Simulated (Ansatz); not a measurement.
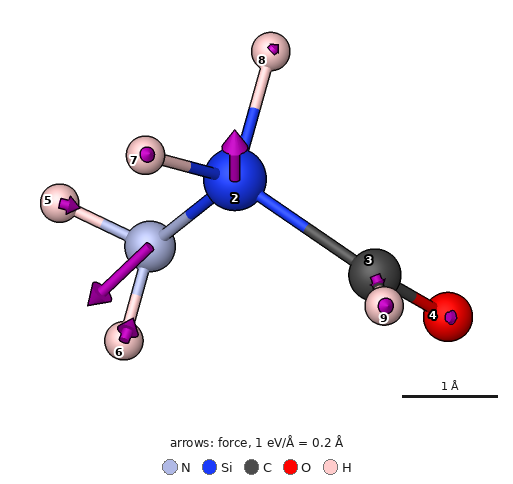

Starting geometry of CH5NOSi with the computed forces as purple arrows. Style: ball-and-stick. Shown at a tilt.

The run prepares an end point of a later path (torsion) calculation, from a guessed geometry.

Method: RKS PBE-D4/def2-SVP (Ansatz). Set-up: no spin polarisation; force threshold 0.015 eV/Å; at most 40 steps.

Is this structure relaxed? If not, where do the atoms go?

It isn't relaxed: the largest force vector, on the N atom, is 5.04 eV/Å. The final displacements have little in common with the starting forces (cosine between the two patterns 0.08). The largest move after the best rigid fit is that of the O atom, 1.14 Å. Largest moves by element: O 1.14 Å, H 0.88 Å, Si 0.24 Å, C 0.15 Å, N 0.04 Å. Near-neighbour distances that change, for instance: C–Si 1.857 → 1.946 Å, N–Si 1.647 → 1.729 Å, H–N 1.074 → 1.027 Å, H–N 1.058 → 1.020 Å. Bond angles that change, for instance: Si–N–H 111.1° → 124.3°, N–Si–C 113.3° → 100.8°, H–N–H 100.9° → 112.5°. Groups turn about C–Si by about 60°. Over 15 accepted moves (16 points after the start) the energy falls by 66.0 kJ/mol. Largest force component: 4.2 eV/Å at the start, 0.0042 eV/Å at the end. The line search rejected the trial step at point 8 of the run. The run took 46 s on 1 thread of Intel(R) Xeon(R) Platinum 8259CL CPU @ 2.50GHz (Skylake/Cascade Lake), with other jobs on the host, peak memory 0.16 GiB.
